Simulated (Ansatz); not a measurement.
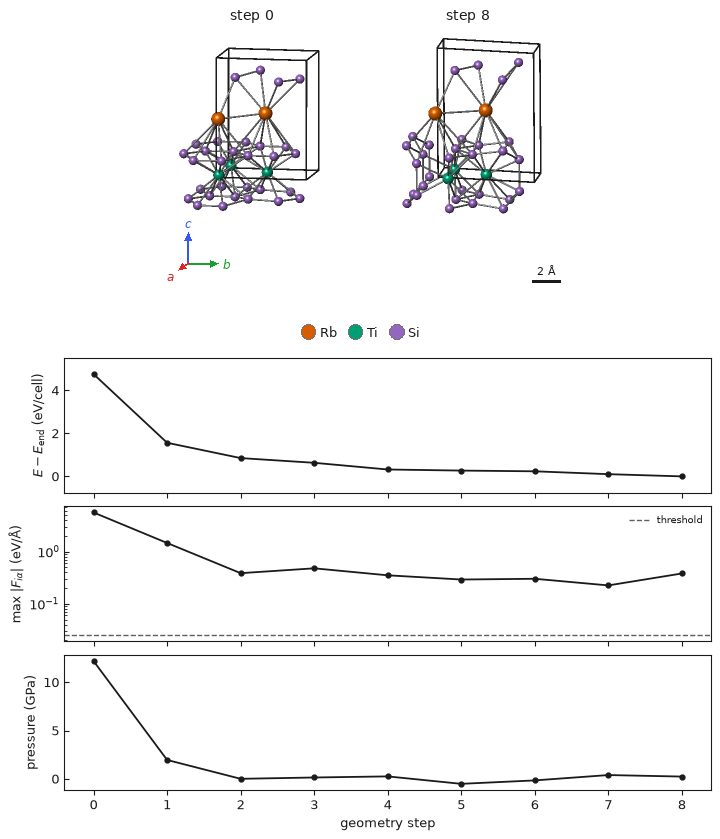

First and last geometry of a relaxation of a crystal of RbTiSi4 (a generated structure, set up in P1) (coarse preliminary run), with the history of the run. The picture is a ball-and-stick view of the cell of the calculation, seen slightly off an axis.

Level of theory: DFT PBE, scalar-relativistic, plane waves, PAW in Ansatz 0.2.0. Settings: plane-wave cutoff 420 eV; k-point mesh 6 × 4 × 4; occupations gaussian; smearing width 0.2 eV; no spin polarisation; cell and atoms relaxed; force threshold 0.025 eV/Å; at most 60 steps.

**Did the run converge, and what did it change?**

The run was cut off at its time limit before the relaxation converged, so the last structure is only a point on the way. A Si atom moves most relative to the cell: 0.98 Å roughly along [−3 −1 2]. Largest moves by element: Si 0.98 Å, Ti 0.85 Å, Rb 0.67 Å. The volume changes by +12.1 %, with a 3.876 → 3.746 Å (−3.4 %), b 6.830 → 7.516 Å (+10.0 %), c 8.906 → 9.622 Å (+8.0 %), α 88.9° → 89.8°, β 90.2° → 90.0°, γ 88.7° → 77.3°. Near-neighbour distances that change, for instance: Rb–Si 3.510 → 4.958 Å, Rb–Si 3.724 → 4.979 Å, Si–Ti 2.977 → 4.157 Å, Si–Ti 3.040 → 4.153 Å. Bonds break: Si–Si (1.95 → 3.02 Å). Among the angles between lasting bonds that change: Rb–Si–Si 130.7° → 83.4°, Ti–Si–Si 68.1° → 114.1°, Rb–Si–Si 125.6° → 83.3°. The space group stays P1 (No. 1). Over 8 geometry steps the energy falls by 4.756 eV per cell of the calculation. The largest force component goes from 5.6 to 0.38 eV/Å. Pressure: 12.19 GPa at the start and 0.24 GPa at the end. Cost: 5.3 min on 1 thread of Intel(R) Xeon(R) 6975P-C (Granite Rapids) (shared host), peak memory 0.77 GiB.
